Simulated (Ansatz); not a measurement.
```xyz
5

C    -0.3538    0.5873   -0.2691
Si    0.2809   -0.3260    1.2916
F     0.8691    1.3252   -0.0172
H    -1.1751    1.3016   -0.2191
H    -0.2651    0.1500   -1.2632
```

Geometry: PBE0-D4/def2-TZVP.

Method: Ansatz, UKS PBE0-D4/def2-TZVPP.

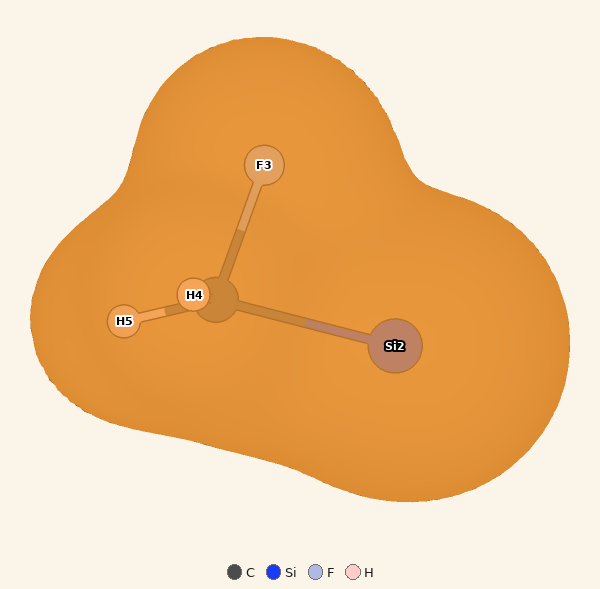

CH2FSi (doublet). Isosurface of the total electron density at 0.05 e/Å³ (orange), seen at a tilt.

Question: Which contacts does the surface bridge?

Answer: At this value the surface is in one piece. It bridges the sampled C–F (1.45 Å), C–Si (1.92 Å) and C–H (1.09 Å) contacts, where the density stays above the isovalue. On the grid the lowest density along these lines, outside the cores, is 1.3 e/Å³ (C–F, 1.45 Å), 0.72 e/Å³ (C–Si, 1.92 Å) and 2 e/Å³ (C–H, 1.09 Å).
